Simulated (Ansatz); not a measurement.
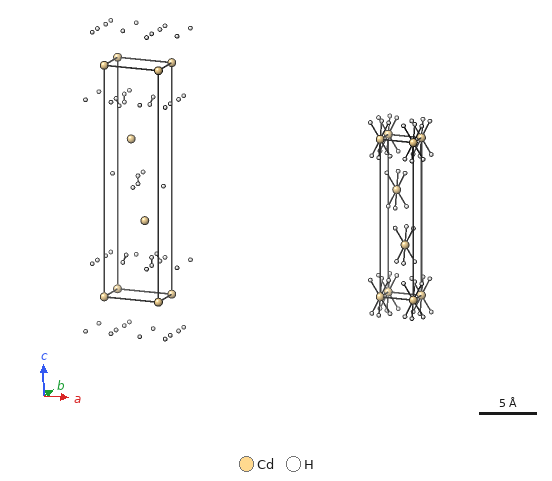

Two geometries of a crystal of CdH6 (a generated structure, set up in R-3) (coarse preliminary run), drawn at one scale. One is the start of a relaxation, the other its converged end. The picture is a ball-and-stick view of the conventional cell (3 times the calculation's cell), seen slightly off an axis. Lengths and directions refer to the drawn axes.

Method: DFT PBE, scalar-relativistic, plane waves, PAW (Ansatz). Settings: plane-wave cutoff 420 eV; k-point mesh 6 × 6 × 6; occupations gaussian; smearing width 0.1 eV; no spin polarisation; cell and atoms relaxed; force threshold 0.04 eV/Å; at most 70 steps.

Q: Which geometry has the lower energy?

A: The left one is the relaxed one. The energy falls by 1099 meV per atom in 25 accepted moves (30 points after the start). Largest force component: 0.69 eV/Å at the start, 0.018 eV/Å at the end. Pressure: 0.78 GPa at the start and 0.04 GPa at the end. The line search rejected the trial step at point 25 of the run. At 4 points the geometry stayed and the basis and grid were re-selected for the new cell (energy shift of 30.1 meV per atom at most each time). The largest moves relative to the cell, 1.16 Å, are those of H atoms. Cd stays in place. The volume changes by +293.8 %, with a = b 3.841 → 6.287 Å (+63.7 %), c 13.931 → 20.475 Å (+47.0 %). Near-neighbour distances that change, for instance: Cd–H 1.789 → 3.493 Å, H–H 1.886 → 0.752 Å. New bonds form: H–H (1.89 → 0.75 Å). Bonds break: Cd–H (1.79 → 3.49 Å). The space group stays R-3 (No. 148). The run took 2 min on 1 thread of Arm Neoverse V2, with other jobs on the host, peak memory 0.56 GiB.
